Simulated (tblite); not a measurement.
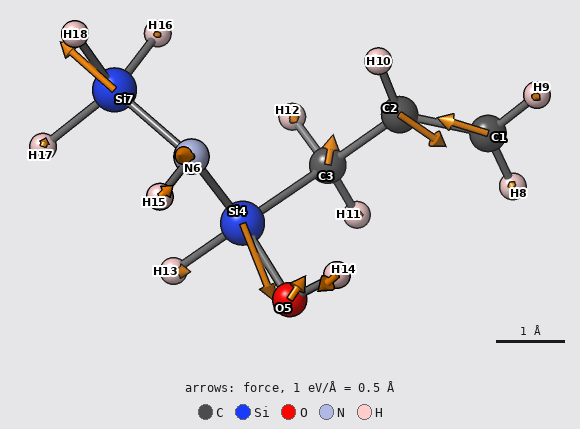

Starting geometry of C₃H₁₁NOSi₂ with the computed forces as orange arrows. A ball-and-stick model, seen at a tilt.

Theory: tblite 0.8.0, GFN2-xTB geometry optimisation, gas phase. 

What follows when this structure is relaxed?

It isn't relaxed: the largest force vector, on Si4, is 2.51 eV/Å. The final displacements have little in common with the starting forces (cosine between the two patterns 0.17). The atom that moves furthest after the best rigid fit is H13 (0.63 Å). By element the largest moves are H 0.63 Å, C 0.41 Å, O 0.34 Å, Si 0.26 Å, N 0.25 Å. Some distances before and after: Si4–Si7 2.784 → 3.136 Å, N6–Si7 1.688 → 1.732 Å, Si4–O5 1.667 → 1.627 Å, Si4–H13 1.490 → 1.459 Å. Among the angles between lasting bonds that change: Si4–N6–Si7 111.2° → 129.6°, O5–Si4–N6 101.2° → 109.1°, C3–Si4–N6 115.0° → 107.7°. Groups turn about C2–C3 by about 20°. Over 132 geometry steps the energy falls by 0.580 eV. The run took 1.6 s on 1 thread of Arm Neoverse N1, with other jobs on the host.
